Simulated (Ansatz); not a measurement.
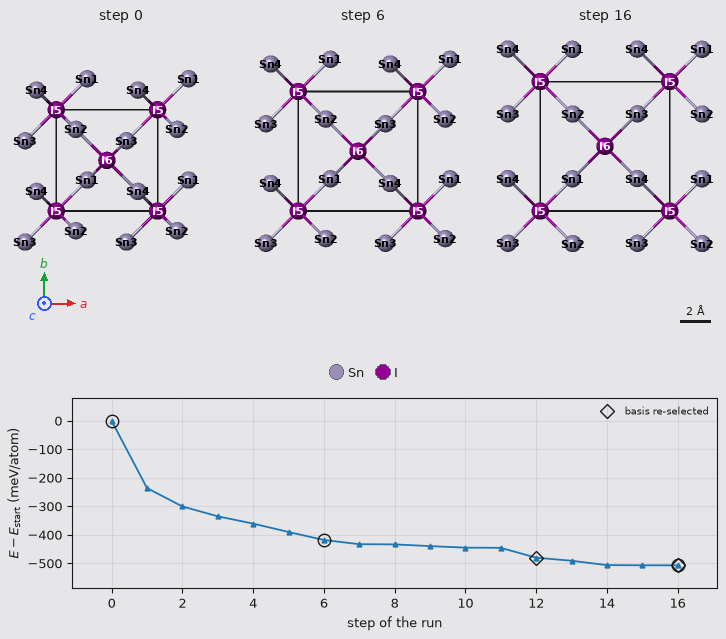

Frames of a relaxation of a crystal of Sn₂I (built on the rutile_136 type) (coarse preliminary run), marked on the history of the run. The picture is a ball-and-stick view of the cell of the calculation, seen along the c axis.

Case: anti-rutile type (P4_2/mnm, No. 136).

Level of theory: DFT PBE, scalar-relativistic, plane waves, PAW in Ansatz.

The input:
```yaml
crystal:
  lattice:
    - [6.768473106, 0.0, 0.0]
    - [0.0, 6.768473106, 0.0]
    - [0.0, 0.0, 4.3595803049]
  atoms:
    - { symbol: Sn, position: [0.306, 0.306, 0.0] }
    - { symbol: Sn, position: [0.194, 0.806, 0.5] }
    - { symbol: Sn, position: [0.694, 0.694, 0.0] }
    - { symbol: Sn, position: [0.806, 0.194, 0.5] }
    - { symbol: I, position: [0.0, 0.0, 0.0] }
    - { symbol: I, position: [0.5, 0.5, 0.5] }
basis:
  ecutwfc: 420
kpoints:
  mp_grid: { grid: [4, 4, 4] }
hamiltonian:
  xc: pbe
scf:
  occupations: { method: gaussian, width: 0.1 }
  lower_state_search: "off"
output:
  forces: true
  stress: true
  eigenvalues: true
relax:
  adjacent_minimum: "off"
  f_tol: 0.04
  max_steps: 70
  cell: { stress_tol: 0.4 }
```

Command:
```bash
ansatz run input.yaml --threads 1 --pin off --max-ram 2560MiB --backend cpu --events-out ev --progress --plain --runs-dir out
```

> What happens along the run?

The largest moves relative to the cell, 0.70 Å, are those of Sn1, Sn2, Sn3 and Sn4. Sn3 goes along [1 1 0]. I stays in place. The volume changes by +23.8 %, with a = b 6.768 → 8.651 Å (+27.8 %), c 4.360 → 3.305 Å (−24.2 %). Near-neighbour distances that change, for instance: I5–I5 4.360 → 3.305 Å, Sn1–I6 2.864 → 3.486 Å, Sn1–I5 2.929 → 3.047 Å. The space group stays P4_2/mnm (No. 136). The energy falls by 507 meV per atom in 14 accepted moves (16 points after the start). Largest force component: 0.65 eV/Å at the start, 0.0004 eV/Å at the end. Pressure: 11.38 GPa at the start and 0.09 GPa at the end. The SCF was repeated twice at an unchanged geometry on a basis and grid sized afresh for the cell, which shifted the energy by 34.6 meV per atom at most. From step 0 to 6: Sn atoms move most (0.41 Å), volume +23.6 %, energy −418 meV per atom. From step 6 to 16: Sn atoms move most (0.25 Å), volume +0.2 %, energy −89.0 meV per atom.

```csv
step,"E − E(0), meV/atom","largest force component, eV/Å","pressure, GPa","volume, Å³/atom",note
0,0.00,0.6489,11.38,33.287,
1,-235.78,0.1566,4.32,37.803,
2,-300.16,0.0960,1.33,41.262,
3,-334.69,0.0352,-0.50,43.802,
4,-360.34,0.0515,-1.18,44.167,
5,-389.67,0.0585,-1.16,43.008,
6,-417.72,0.0232,-0.58,41.157,
7,-432.49,0.0425,0.20,39.434,
8,-433.17,0.0501,0.27,39.330,
9,-439.17,0.0294,-1.41,40.149,
10,-444.63,0.0406,0.40,38.617,
11,-445.21,0.0071,0.00,38.951,
12,-479.84,0.0119,1.45,38.951,"same geometry, new basis"
13,-490.53,0.0672,1.70,39.047,
14,-505.85,0.0113,-0.17,41.499,
15,-506.43,0.0004,0.10,41.224,
16,-506.69,0.0004,0.09,41.224,"same geometry, new basis"
```
